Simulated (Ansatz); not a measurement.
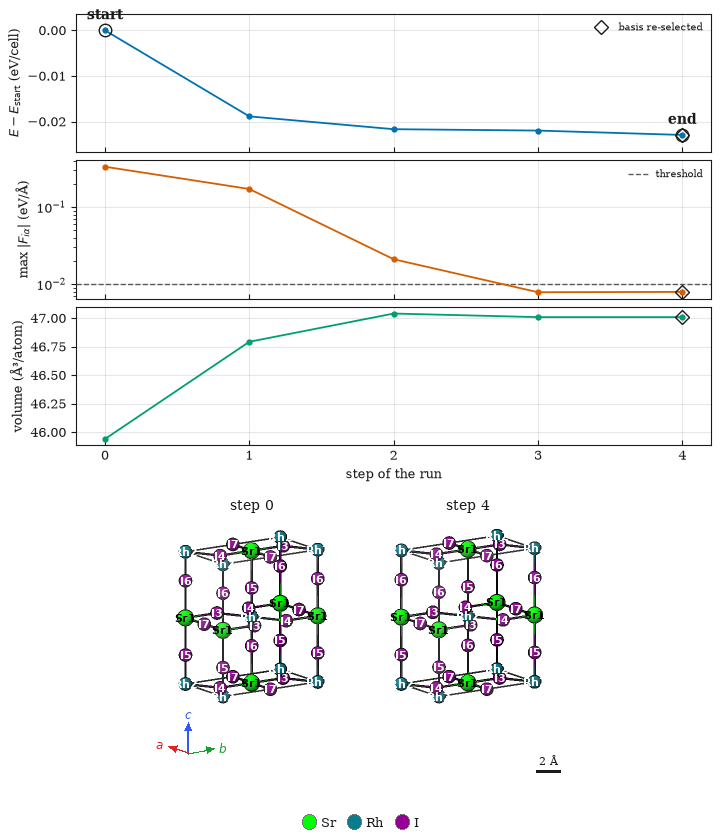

First and last geometry of a relaxation of crystalline SrRhI5 (built on the AlCrF5-71 type type), with the history of the run. Style: ball-and-stick. Shown: the conventional cell (2 times the calculation's cell), from a free direction. Lengths and directions refer to the drawn axes.

The calculation used DFT, r2SCAN+rVV10, plane waves, PAW in Ansatz. Set-up: plane-wave cutoff 500 eV; k-point mesh 6 × 6 × 6; occupations fermi dirac; smearing width 0.03 eV; no spin polarisation; cell and atoms relaxed; force threshold 0.01 eV/Å; at most 120 steps.

Question: What do the curves and the structures tell?

Answer: It converged. Over 3 accepted moves (4 points after the start) the energy falls by 22.9 meV per cell of the calculation. Largest force component: 0.33 eV/Å at the start, 0.0079 eV/Å at the end. The pressure goes from 0.63 to 0.01 GPa. At 1 point the geometry stayed and the basis and grid were re-selected for the new cell (energy shift of 1.0 meV per cell of the calculation at most each time). The largest moves relative to the cell, 0.024 Å, are those of I3 and I4. I4 goes along +b. Rh and Sr stay in place. The drawn cell changes as follows: a 5.688 → 5.712 Å (+0.4 %), b 9.770 → 9.859 Å (+0.9 %), c 11.573 → 11.687 Å (+1.0 %); the volume changes by +2.3 %. Near-neighbour distances that change, for instance: Rh2–I5 2.534 → 2.566 Å, Rh2–I3 3.281 → 3.311 Å, Sr1–I5 3.253 → 3.277 Å, Sr1–I7 2.844 → 2.856 Å. The space group stays Immm (No. 71). Cost: 4.9 min on 4 threads of Arm Neoverse V1 (shared host), peak memory 3 GiB.
